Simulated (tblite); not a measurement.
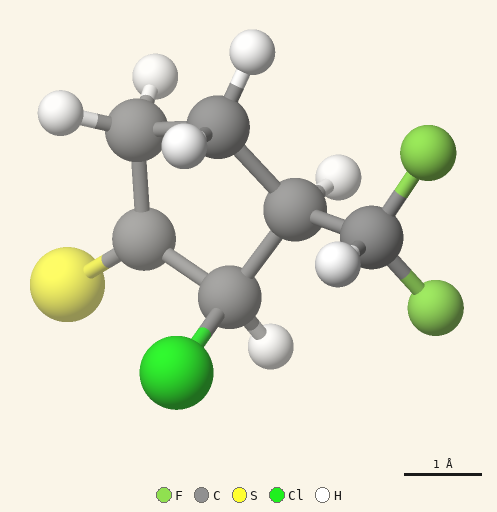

This is the input geometry for a relaxation of C6H7ClF2S. Style: ball-and-stick. Shown at a tilt.

These are results of GFN2-xTB geometry optimisation, gas phase in tblite 0.8.0, not measurements.

```xyz
17

F    -2.6330    0.2299   -1.2595
C    -2.0244    0.3917   -0.0728
F    -2.7565   -0.2960    0.8499
C    -0.6497   -0.2367   -0.1459
C     0.1465   -0.1414    1.1747
C     1.5642   -0.5345    0.7668
C     1.6102   -0.1462   -0.6946
S     2.9846   -0.3216   -1.6263
C     0.2824    0.3412   -1.2039
Cl    0.3205    2.1249   -1.1973
H    -2.0262    1.4428    0.2109
H    -0.7885   -1.3164   -0.3567
H     0.1292    0.8865    1.5679
H    -0.2442   -0.7977    1.9453
H     2.3171    0.0093    1.3592
H     1.7144   -1.6133    0.8809
H     0.0464   -0.0105   -2.2085
```

Q: What does the optimiser find from here?

A: F3 moves most after the best rigid fit: 0.12 Å. Largest moves by element: F 0.12 Å, H 0.10 Å, Cl 0.10 Å, C 0.07 Å, S 0.04 Å. Among the contacts that change: C7–S8 1.670 → 1.614 Å, C9–Cl10 1.784 → 1.806 Å, C6–C7 1.513 → 1.497 Å, C4–H12 1.109 → 1.096 Å. Bond angles that change, for instance: C6–C7–S8 122.5° → 126.2°, C6–C7–C9 112.6° → 109.0°, C5–C4–H12 106.7° → 110.1°. After 52 geometry steps the energy has fallen by 0.159 eV.

The structure at the end:

```xyz
17

F    -2.6795    0.2183   -1.2488
C    -2.0205    0.3910   -0.0787
F    -2.7883   -0.1853    0.8774
C    -0.6593   -0.2879   -0.1307
C     0.1342   -0.1730    1.1767
C     1.5698   -0.5012    0.7566
C     1.6488   -0.1697   -0.7007
S     2.9569   -0.2958   -1.6380
C     0.2994    0.2841   -1.1725
Cl    0.3227    2.0884   -1.1056
H    -1.9719    1.4689    0.1314
H    -0.8309   -1.3426   -0.3752
H     0.0743    0.8510    1.5474
H    -0.2447   -0.8429    1.9452
H     2.3191    0.0501    1.3256
H     1.7930   -1.5638    0.8844
H     0.0699    0.0223   -2.2046
```

After the run, drawn alike:

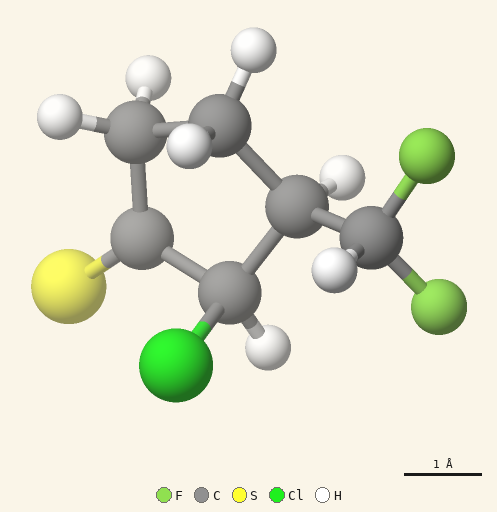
